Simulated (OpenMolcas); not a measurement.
# B2NH2OF (SMILES OB1NB1F): a chain of runs

Wanted: a single-point energy (HF/ANO-R0), then a single-point energy (CASSCF(2,2)/ANO-R1), then an energy scan (CASPT2(2,2)/ANO-R1), then an energy scan (SC-NEVPT2(2,2)/ANO-R1), then the energy along one coordinate (MC-PDFT[tPBE](2,2)/ANO-R1) of B2NH2OF. 

Program for the calculation: OpenMolcas 26.06.

## 1. The molecule

B2NH2OF has 7 atoms, charge 0, and is taken as a singlet. SMILES: `OB1NB1F`. The shape is that of a PBE0-D4/def2-TZVP optimisation. This is one conformer, not always the lowest.

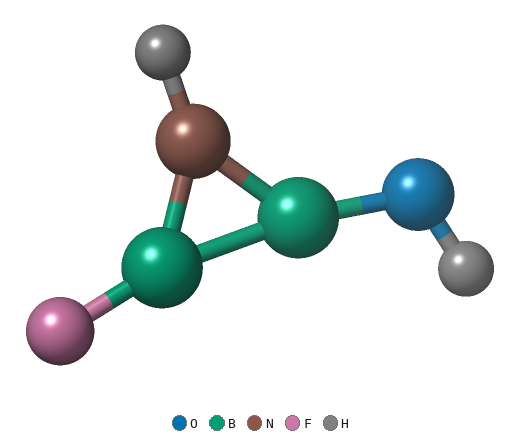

Viewed from a chosen angle; oxygen blue, boron teal, nitrogen brown, fluorine pink, hydrogen grey.

## 2. The energy at HF/ANO-R0 (sfX2C) (run 1)

Input file struct.xyz:

```xyz
7

O     -1.276700     0.176400     1.308100
B     -0.379000     0.150200     0.304200
N      0.632200    -0.768200    -0.094800
B      0.587000     0.339700    -0.954100
F      1.250000     0.724100    -2.025300
H     -1.829400     0.960200     1.293400
H      1.077200    -1.650400     0.122900
```

Input file step1.input:

```
* B2FH2NO Hartree-Fock
&GATEWAY
Coord
struct.xyz
Basis
ANO-R0
Group
NoSym
&SEWARD
&SCF
PrOrbitals
0
&LOCALISATION
Occupied
Freeze
Pipek-Mezey
&LOCALISATION
FileOrb
$Project.LocOrb
Virtual
Pipek-Mezey
```

The run is started by

```
$ export MOLCAS_MEM=1860
$ pymolcas step1.input > step1.log
```

The program printed:

```text
--- Start Module: gateway ---
[...]
--- Stop Module: gateway /rc=_RC_ALL_IS_WELL_ ---
[...]
      Basis functions           27
[...]
       Convergence after  12 Iterations
[...]
::    Total SCF energy                               -279.0639541824
[...]
      Total spin, S                                     0.0000000000
[...]
      Total electronic charge=   36.000000
      Total            charge=   -0.000000
[...]
      Dipole Moment (debye):
      Origin of the operator (angstrom)=    0.1878    0.1440   -0.3370
                   X= -5.0413E-01               Y= -3.9923E-01               Z=  9.0060E-01           Total=  1.1066E+00
      Quadrupole Moment (debye*angstrom):
[...]
--- Start Module: localisation ---
[...]
--- Stop Module: localisation /rc=_RC_ALL_IS_WELL_ ---
--- Start Module: localisation ---
[...]
--- Stop Module: localisation /rc=_RC_ALL_IS_WELL_ ---
[...]
```

Run time: 2 s. Hardware: 1 thread of Intel Xeon 6975P-C (Granite Rapids), shared host; peak memory 0.38 GiB.

## 3. The energy at CASSCF(2,2)/ANO-R1 (sfX2C, RICD fitting) (run 2)

struct.xyz is that of step 2.

Input file step2.input:

```
>>> EXPORT MOLCAS_PRINT=2

&GATEWAY
 Coord=struct.xyz
 Basis=ANO-R0
 Group=NoSym

&SEWARD

&RASSCF
 FileOrb=$CurrDir/step1.LocOrb
 Alter=2
 1 11 18
 1 19 24
 Spin=1
 Nactel=2 0 0
 Inactive=17
 Ras2=2
 OrbListing=Nothing
>>> COPY $Project.RunFile RUNFIL1
>>> COPY $Project.RasOrb INPORB

&GATEWAY
 Coord=struct.xyz
 Basis=ANO-R1
 Group=NoSym
 RICD

&SEWARD
>>> COPY $Project.RunFile RUNFIL2

&EXPBAS

&RASSCF
 FileOrb=$Project.ExpOrb
 Spin=1
 Nactel=2 0 0
 Inactive=17
 Ras2=2
 OrbListing=Nothing
```

The run is started by

```
$ export MOLCAS_MEM=1860
$ pymolcas step2.input > step2.log
```

The program printed:

```text
--- Start Module: gateway ---
[...]
--- Stop Module: gateway /rc=_RC_ALL_IS_WELL_ ---
[...]
      Basis functions           27
[...]
      Number of active orbitals                  2
[...]
      Spin quantum number                      0.0
[...]
      Active orbitals                            2
[...]
      Number of CSFs                             3
[...]
      Number of root(s) required                 1
[...]
      Convergence after 11 iterations
[...]
      printout of CI-coefficients larger than  0.05 for root  1
      energy=    -279.076643
      conf/sym  11     Coeff  Weight
             1  20   0.99681 0.99364
             3  02  -0.07976 0.00636
      Natural orbitals and occupation numbers for root  1
      sym 1:   1.987275   0.012725
      ************************************************************************************************************************
      *                                                    Final results                                                     *
[...]
::    RASSCF root number  1 Total energy:   -279.07664290
[...]
      Basis functions           80
[...]
--- Start Module: expbas ---
[...]
--- Stop Module: expbas /rc=_RC_ALL_IS_WELL_ ---
--- Start Module: rasscf ---
[...]
      Convergence after 18 iterations
[...]
      Natural orbitals and occupation numbers for root  1
      sym 1:   1.988111   0.011889
      ************************************************************************************************************************
      *                                                    Final results                                                     *
[...]
::    RASSCF root number  1 Total energy:   -279.69138990
[...]
      Total electronic charge=   36.000000
      Total            charge=   -0.000000
[...]
      Dipole Moment (debye):
      Origin of the operator (angstrom)=    0.1878    0.1440   -0.3370
                   X= -5.5352E-01               Y= -2.7287E-01               Z=  8.5213E-01           Total=  1.0521E+00
      Quadrupole Moment (debye*angstrom):
[...]
--- Stop Module: rasscf /rc=_RC_ALL_IS_WELL_ ---
[...]
```

Wall time 6.6 s (1 thread of Intel Xeon 6975P-C (Granite Rapids), shared host); peak memory 0.38 GiB.

## 4. The energy along one coordinate at CASPT2(2,2)/ANO-R1 (sfX2C, RICD fitting, ipea shift 0.25 Eh, pt2 variant SS) (run 3)

Input file step3.input:

```
>>> EXPORT MOLCAS_PRINT=2
>>> COPY $CurrDir/step2.RasOrb $Project.RasOrb
>>> ForEach K in (1, 2, 3, 4, 5, 6, 7, 8, 9)

&GATEWAY
  Coord=$CurrDir/point$K.xyz
  Basis=ANO-R1
  Group=NoSym
  RICD

&SEWARD

&RASSCF
  FileOrb=$Project.RasOrb
  Spin=1
  Nactel=2 0 0
  Inactive=17
  Ras2=2
  OrbListing=Nothing

&CASPT2
  Imaginary=0.2
  Frozen=5
>>> EndDo
```

The run is started by

```
$ export MOLCAS_MEM=1860
$ pymolcas step3.input > step3.log
```

The program printed, cut to the lines that bear on the results:

```text
[...]
      Basis functions           80
[...]
      Number of active orbitals                  2
[...]
      Spin quantum number                      0.0
[...]
      Active orbitals                            2
[...]
      Number of CSFs                             3
[...]
      Number of root(s) required                 1
[...]
      Convergence after 17 iterations
[...]
      Natural orbitals and occupation numbers for root  1
      sym 1:   1.992326   0.007674
      ************************************************************************************************************************
      *                                                    Final results                                                     *
[...]
::    RASSCF root number  1 Total energy:   -279.66567799
[...]
      E2 (Variational):          -0.6896336506
[...]
::    CASPT2 Root  1     Total energy:   -280.35531164
[...]
      Convergence after 14 iterations
[...]
      Natural orbitals and occupation numbers for root  1
      sym 1:   1.988116   0.011884
      ************************************************************************************************************************
      *                                                    Final results                                                     *
[...]
      Convergence after 17 iterations
[...]
      Natural orbitals and occupation numbers for root  1
      sym 1:   1.827691   0.172309
      ************************************************************************************************************************
      *                                                    Final results                                                     *
[...]
      Convergence after 13 iterations
[...]
      Natural orbitals and occupation numbers for root  1
      sym 1:   1.602341   0.397659
      ************************************************************************************************************************
      *                                                    Final results                                                     *
[...]
      Convergence after 19 iterations
[...]
::    RASSCF root number  1 Total energy:   -279.48120213
[...]
::    CASPT2 Root  1     Total energy:   -280.12293568
[...]
      Convergence after 21 iterations
[...]
::    RASSCF root number  1 Total energy:   -279.47651475
[...]
      E2 (Variational):          -0.6385374612
[...]
::    CASPT2 Root  1     Total energy:   -280.11505221
[...]
```

Run time: 39 s. Hardware: 1 thread of Intel Xeon 6975P-C (Granite Rapids), shared host; peak memory 0.081 GiB.

The scan, from its lowest point:

```
F5–B4 (Å)  energy (kJ/mol)
    1.185             64.3
    1.317              0.0
    1.449             29.0
    1.646            140.3
    1.910            310.2
    2.239            481.0
    2.634            606.9
    3.161            674.4
    3.951            695.1
```

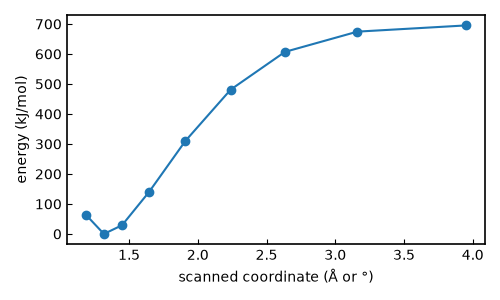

Energy along the scan.

## 5. An energy scan at SC-NEVPT2(2,2)/ANO-R1 (sfX2C, RICD fitting, pt2 variant SC-NEVPT2) (run 4)

Input file step4.input:

```
* B2FH2NO NEVPT2
>>> COPY $CurrDir/step2.RasOrb $Project.RasOrb
>>> ForEach K in (1, 2, 3, 4, 5, 6, 7, 8, 9)

&GATEWAY
 Coord
 $CurrDir/point$K.xyz
 Basis
 ANO-R1
 Group
 NoSym
 RICD

&SEWARD

&RASSCF
 FileOrb
 $Project.RasOrb
 Spin
 1
 Nactel
 2 0 0
 Inactive
 17
 Ras2
 2
 OrbListing
 Nothing

&CASPT2
 SC-NEVPT2
 Frozen
 5
>>> EndDo
```

The run is started by

```
$ export MOLCAS_MEM=1860
$ pymolcas step4.input > step4.log
```

The program printed, cut to the lines that bear on the results:

```text
[...]
      Basis functions           80
[...]
      Number of active orbitals                  2
[...]
      Spin quantum number                      0.0
[...]
      Active orbitals                            2
[...]
      Number of CSFs                             3
[...]
      Number of root(s) required                 1
[...]
      Convergence after 17 iterations
[...]
      Natural orbitals and occupation numbers for root  1
      sym 1:   1.992326   0.007674
      ************************************************************************************************************************
      *                                                    Final results                                                     *
[...]
::    RASSCF root number  1 Total energy:   -279.66567799
[...]
      E2 (Variational):          -0.6861029980
[...]
::    SC-NEVPT2 Root  1     Total energy:   -280.35169914
[...]
      Convergence after 14 iterations
[...]
      Natural orbitals and occupation numbers for root  1
      sym 1:   1.988116   0.011884
      ************************************************************************************************************************
      *                                                    Final results                                                     *
[...]
      Convergence after 17 iterations
[...]
      Natural orbitals and occupation numbers for root  1
      sym 1:   1.827691   0.172309
      ************************************************************************************************************************
      *                                                    Final results                                                     *
[...]
      Convergence after 13 iterations
[...]
      Natural orbitals and occupation numbers for root  1
      sym 1:   1.602341   0.397659
      ************************************************************************************************************************
      *                                                    Final results                                                     *
[...]
      Convergence after 19 iterations
[...]
::    RASSCF root number  1 Total energy:   -279.48120213
[...]
::    SC-NEVPT2 Root  1     Total energy:   -280.11777246
[...]
      Convergence after 21 iterations
[...]
::    RASSCF root number  1 Total energy:   -279.47651475
[...]
      E2 (Variational):          -0.6338586180
[...]
::    SC-NEVPT2 Root  1     Total energy:   -280.11037337
[...]
```

Run time: 37 s. Hardware: 1 thread of Intel Xeon 6975P-C (Granite Rapids), shared host; peak memory 0.081 GiB.

The scan, from its lowest point:

```
F5–B4 (Å)  energy (kJ/mol)
    1.185             68.6
    1.317              0.0
    1.449             24.6
    1.646            131.3
    1.910            301.2
    2.239            479.6
    2.634            614.2
    3.161            682.8
    3.951            702.2
```

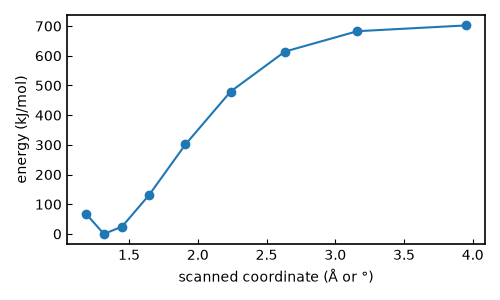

Energy along the scan.

## 6. An energy scan at MC-PDFT[tPBE](2,2)/ANO-R1 (sfX2C, RICD fitting) (run 5)

Input file step5.inp:

```
>>> COPY $CurrDir/step2.RasOrb $Project.RasOrb
>>> ForEach K in (1, 2, 3, 4, 5, 6, 7, 8, 9)

&GATEWAY
 COORD=$CurrDir/point$K.xyz
 BASIS=ANO-R1
 GROUP=NoSym
 RICD

&SEWARD

&RASSCF
 FILEORB=$Project.RasOrb
 SPIN=1
 NACTEL=2 0 0
 INACTIVE=17
 RAS2=2
 ORBLISTING=Nothing

&MCPDFT
 KSDFT=T:PBE
>>> EndDo
```

The run is started by

```
$ export MOLCAS_MEM=1860
$ pymolcas step5.inp > step5.log
```

The program printed, cut to the lines that bear on the results:

```text
--- Start Module: gateway ---
[...]
      Basis functions           80
[...]
      Number of active orbitals                  2
[...]
      Spin quantum number                      0.0
[...]
      Active orbitals                            2
[...]
      Number of CSFs                             3
[...]
      Number of root(s) required                 1
[...]
      Convergence after 17 iterations
[...]
      Natural orbitals and occupation numbers for root  1
      sym 1:   1.992326   0.007674
      ************************************************************************************************************************
      *                                                    Final results                                                     *
[...]
::    RASSCF root number  1 Total energy:   -279.66567799
[...]
::    MCPDFT root number  1 Total energy:   -280.72134089
[...]
      Convergence after 14 iterations
[...]
      Natural orbitals and occupation numbers for root  1
      sym 1:   1.988116   0.011884
      ************************************************************************************************************************
      *                                                    Final results                                                     *
[...]
      Convergence after 17 iterations
[...]
      Natural orbitals and occupation numbers for root  1
      sym 1:   1.827691   0.172309
      ************************************************************************************************************************
      *                                                    Final results                                                     *
[...]
      Convergence after 13 iterations
[...]
      Natural orbitals and occupation numbers for root  1
      sym 1:   1.602341   0.397659
      ************************************************************************************************************************
      *                                                    Final results                                                     *
[...]
      Convergence after 19 iterations
[...]
::    RASSCF root number  1 Total energy:   -279.48120213
[...]
::    MCPDFT root number  1 Total energy:   -280.49162994
[...]
      Convergence after 21 iterations
[...]
::    RASSCF root number  1 Total energy:   -279.47651475
[...]
      Total electronic charge=   36.000000
      Total            charge=   -0.000000
[...]
::    MCPDFT root number  1 Total energy:   -280.48049591
[...]
```

Wall time 39 s (1 thread of Intel Xeon 6975P-C (Granite Rapids), shared host); peak memory 0.081 GiB.

The scan, from its lowest point:

```csv
F5–B4 (Å),energy (kJ/mol)
1.185,66.5
1.317,0.0
1.449,22.4
1.646,118.8
1.910,268.0
2.239,428.8
2.634,574.9
3.161,669.6
3.951,698.8
```

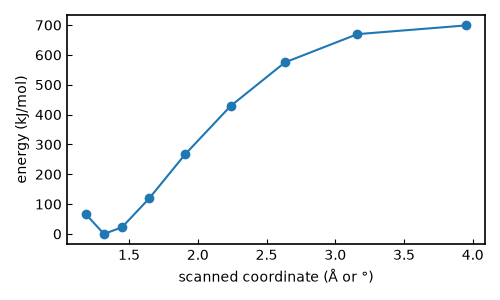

Energy along the scan.

## 7. Outcome

| quantity | value |
| --- | --- |
| run 1, HF/ANO-R0: total energy | -279.06395 Eh |
| run 1, HF/ANO-R0: dipole moment | 1.11 D |
| run 1, HF/ANO-R0: HOMO energy | -9.98 eV |
| run 1, HF/ANO-R0: LUMO energy | 5.32 eV |
| run 1, HF/ANO-R0: HOMO–LUMO gap | 15.30 eV |
| run 2, CASSCF(2,2)/ANO-R1: total energy | -279.69139 Eh |
| run 2, CASSCF(2,2)/ANO-R1: dipole moment (CASSCF density) | 1.05 D |
| run 3, CASPT2(2,2)/ANO-R1: lowest energy of the scan | -280.37982 Eh |
| run 4, SC-NEVPT2(2,2)/ANO-R1: lowest energy of the scan | -280.37783 Eh |
| run 5, MC-PDFT[tPBE](2,2)/ANO-R1: lowest energy of the scan | -280.74666 Eh |

What this shows: Mulliken charges (run 1, HF/ANO-R0) run from -0.54 on N3 to +0.42 on H6; they depend strongly on the basis.
